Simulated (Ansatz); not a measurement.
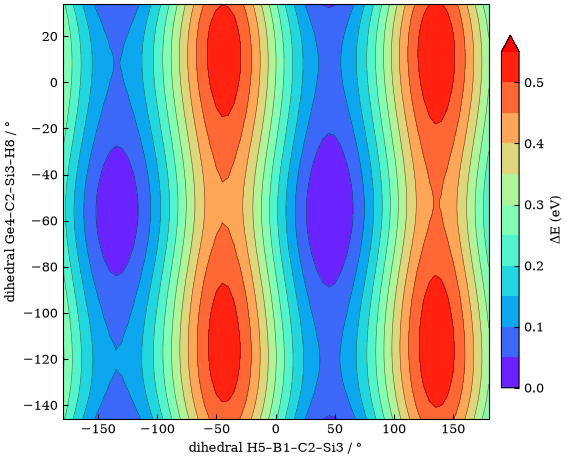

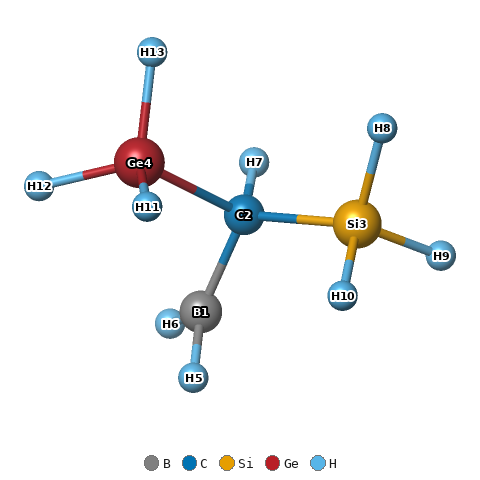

Energy landscape of CH₉BGeSi, SMILES B[CH]([SiH3])[GeH3]. Coordinates scanned: (1) dihedral H5–B1–C2–Si3; (2) dihedral Ge4–C2–Si3–H8. Nothing is relaxed (all other coordinates rigid). The scan uses an 8 × 7 grid. Energies: eV, counted from the lowest grid point. All numbers below come from Ansatz, RKS PBE0-D4/def2-SVP.

Drawn: filled contours, one colour for all values above the top of the scale. Between grid points the surface is interpolated. The second picture is the structure at the lowest point.

### Where are the wells?

The lowest grid point is at dihedral H5–B1–C2–Si3 = 45°, dihedral Ge4–C2–Si3–H8 = −56°. The energy also falls towards the edge at dihedral H5–B1–C2–Si3 = 45°, dihedral Ge4–C2–Si3–H8 = 34° (0.044 eV above the lowest) and dihedral H5–B1–C2–Si3 = 45°, dihedral Ge4–C2–Si3–H8 = −146° (0.045 eV above the lowest), where a further well may lie outside the range. A higher local minimum lies near dihedral H5–B1–C2–Si3 = −135°, dihedral Ge4–C2–Si3–H8 = −56° (0.011 eV above the lowest at that grid point). The highest grid point, dihedral H5–B1–C2–Si3 = 135°, dihedral Ge4–C2–Si3–H8 = 4°, lies 0.537 eV above the lowest. On the interpolated surface the easiest way out of the lowest well to the well at dihedral H5–B1–C2–Si3 = −135°, dihedral Ge4–C2–Si3–H8 = −56° passes a barrier of about 0.44 eV.

Each point was launched as `ansatz run input.yaml --threads 1 --pin off --max-ram 2560MiB --backend cpu --events-out ev --progress --plain --runs-dir out`. Time for the 56 points that were run: 9.1 min on 1 thread of Arm Neoverse V2, with other jobs on the host.
